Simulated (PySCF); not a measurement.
# C8H11ClSi (SMILES Cc1cc(Cl)ccc1C[SiH3]): what the fields show

The calculation's input:

```
{"job": {"kind": "nmr", "xc": "PBE0", "basis": "pcSseg-1"}, "charge": 0, "multiplicity": 1}
C     -0.013431     1.547821    -1.624315
C      0.635664     0.645810    -0.618441
C      1.985702     0.348005    -0.741794
C      2.611057    -0.480179     0.172955
Cl     4.295881    -0.838527    -0.012887
C      1.904539    -1.023587     1.230846
C      0.562214    -0.721105     1.355462
C     -0.090513     0.108140     0.449899
C     -1.549968     0.365018     0.622223
Si    -2.588659    -0.980800    -0.254426
H      0.691087     1.815702    -2.407004
H     -0.873776     1.061711    -2.080545
H     -0.360199     2.465987    -1.149805
H      2.557148     0.761264    -1.559113
H      2.394468    -1.669651     1.941887
H      0.002675    -1.139711     2.180015
H     -1.796599     0.347544     1.684801
H     -1.819344     1.350558     0.246015
H     -2.288282    -1.002598    -1.686551
H     -4.002958    -0.663162    -0.048972
H     -2.265627    -2.281298     0.330372
```

Command:

```sh
OMP_NUM_THREADS=1 python probes_run.py task.json out
```

Geometry: GFN2-xTB.

Computed with PBE0/pcSseg-1, SCF density, gas phase, non-relativistic (PySCF).

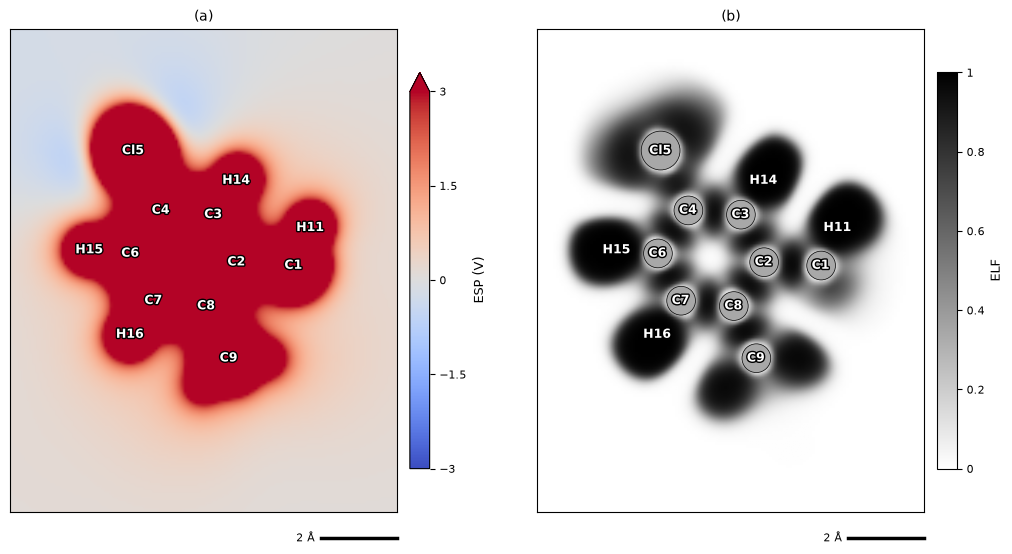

Figure 1. (a) electrostatic potential; (b) electron localisation function on the plane of atoms C2, C8 and C7. Grey discs cover the atomic cores in the ELF map.

What does the map show?

The plane passes through C, Cl and H nuclei. C–C (1.38 Å): the ELF peaks at about 0.95 between the atoms (localised, covalent bonding). C–Cl (1.73 Å): the ELF peaks at about 0.90 between the atoms; a covalent bond. C–H (1.08 Å): the ELF climbs to about 1 towards the hydrogen, as it does in any bond to H (an ordinary covalent bond to hydrogen). C–C (1.49 Å): the ELF peaks at about 0.95 between the atoms, as expected for a covalent bond. The ELF also peaks beside Cl5, away from the bonds: lone-pair regions. Outside the dense part of the molecule the potential is most negative (−0.6 V) near Cl5.

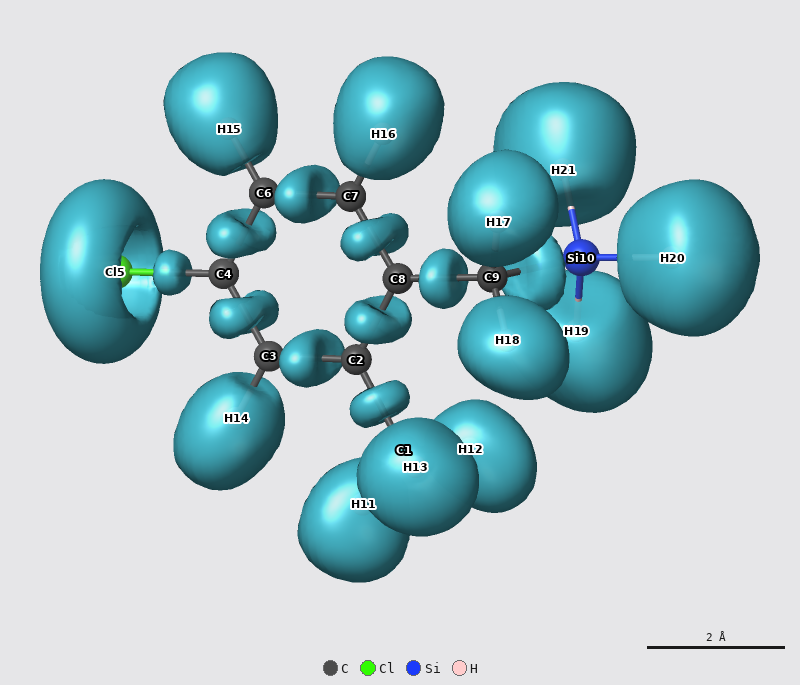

Figure 2. Isosurface of the electron localisation function at 0.8 (cyan), seen at a tilt. Only the valence region is drawn (cores and ρ < 0.01 e/Å³ removed).

What do the ELF domains correspond to?

The ELF exceeds this value in eight regions between bonded C–C atoms (shared pairs), one region between bonded C–Cl atoms (shared pairs), one region between bonded C–Si atoms (shared pairs), eleven regions around hydrogen nuclei and one ring or bowl of non-bonding electrons around Cl.

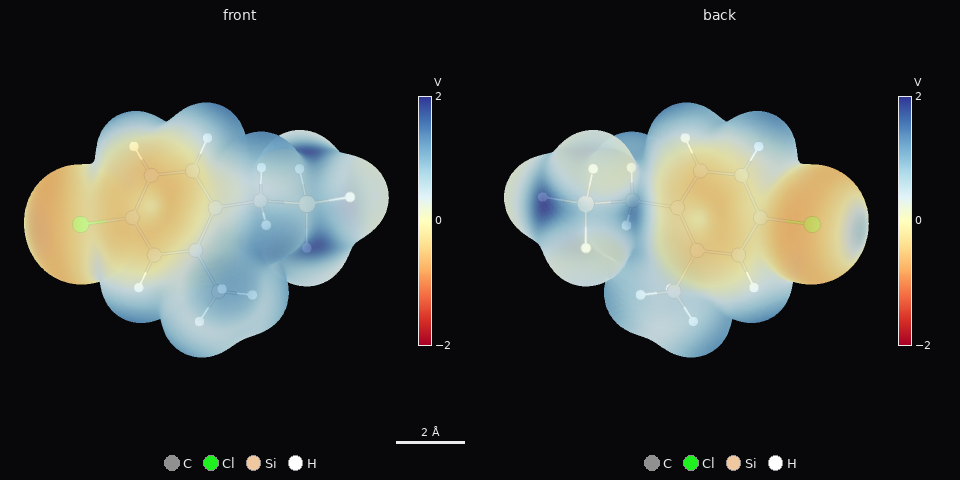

Figure 3. The electrostatic potential painted on the density surface at 0.004 e/bohr³, seen from the front and from behind; the colour scale runs from red (negative) to blue (positive).

Where is the surface potential most negative and most positive?

The most negative region (about −0.7 V) lies over Cl5, the most positive (about +1.8 V) over Si10. Cl5 shows a σ-hole: about +0.7 V at the tip opposite its bond, against about −0.6 V on its flanks.

What dipole moment does the calculation give?

Its dipole moment is 2.36 D.
